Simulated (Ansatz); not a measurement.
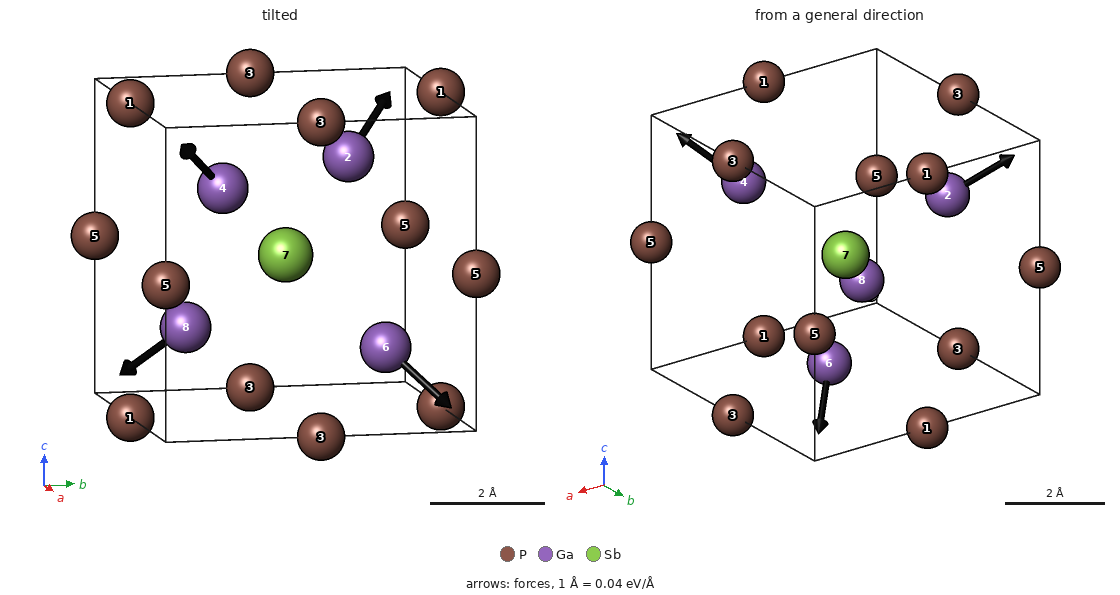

The figure gives a spheres-only picture of the atoms, viewed slightly off an axis and from a general direction. The outline marks the simulation cell. The arrows are the computed forces on the atoms.

System: Ga₄SbP₃. Run with DFT, PBE with spin-orbit coupling, plane waves, PAW in Ansatz 0.2.0 and these settings: a kinetic-energy cutoff of 420 eV, k-point mesh 4×4×4, Fermi-Dirac smearing of 0.02 eV, no moments seeded, so the run stays non-magnetic, spinor wavefunctions.

Has this structure been optimised to equilibrium?

No. The atoms still feel forces of up to about 0.051 eV/Å, above a usual threshold of 0.01 to 0.03 eV/Å.

Where is the maximum force, and how large is it?

All Ga atoms, about 0.051 eV/Å.

Source of the structure: a structure type filled with these elements by a generator (whether the compound takes this form wasn't checked). Earlier steps of the study may have refined or changed the cell and positions. It was run through Ansatz as a DFT input.
